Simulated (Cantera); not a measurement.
Input: 1 mol SiCl4, a varied amount of C3H8, 170 mol H2, at 1152 °C and 1.33 mbar.

These are equilibrium values from Cantera (NASA tables, ideal gas, pure condensed phases), not measurements of a reactor. Candidate condensed phases: C, C6H6, C7H8, C8H18, Si, SiC; 109 gas species. Mutual solubility and eutectic melting of coexisting phases are not modelled. Rates play no part.

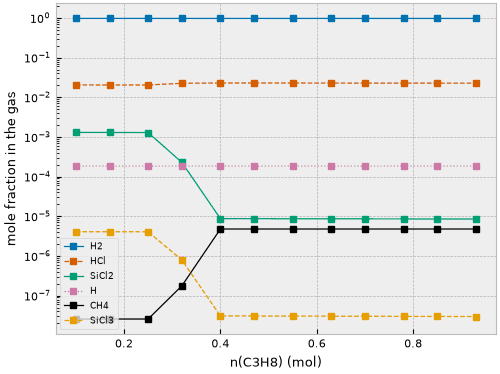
Fig. 1. Equilibrium gas composition (values under 1e-9 drawn at 1e-9)

### Question
Read off the mole fractions at 0.63 mol C3H8.

### Answer
H2 about 0.98, HCl about 0.023, H about 0.00018, SiCl2 about 8.7e-6, CH4 about 4.8e-6, SiCl3 about 3.0e-8.
